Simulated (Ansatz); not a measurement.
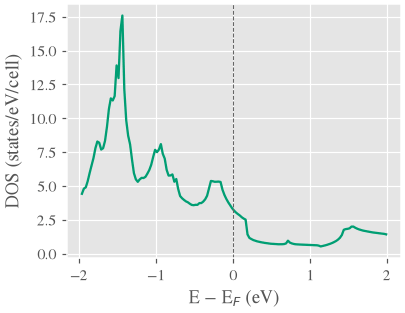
Figure: Density of states of Pd$_{3}$In (Pm-3m) near the Fermi level, Ansatz (a first-principles code) with PBEsol, rigid bands.

Task: With 4 atoms a cell, what bare Sommerfeld coefficient γ = (π²/3) k_B² N(E_F) follows?

Result: N(E_F) ≈ 3.3 states/eV a cell at 300 K, so γ ≈ 1.95 mJ/(mol of atoms·K²), before many-body enhancement (phonons, spin fluctuations, correlation).

Task: How far does the Fermi level move in a rigid band for 0.1 electron a cell added or removed?

Result: 31 meV and -29 meV.

A metal at this level (no band gap); rigid bands, thermally averaged at 300 K, both spins. Spin-orbit coupling is left out. Geometry: cell and atoms relaxed with PBEsol.

Computed structure with no diffraction record at hand here (it may be known, metastable or hypothetical): Pd3In (Pm-3m).
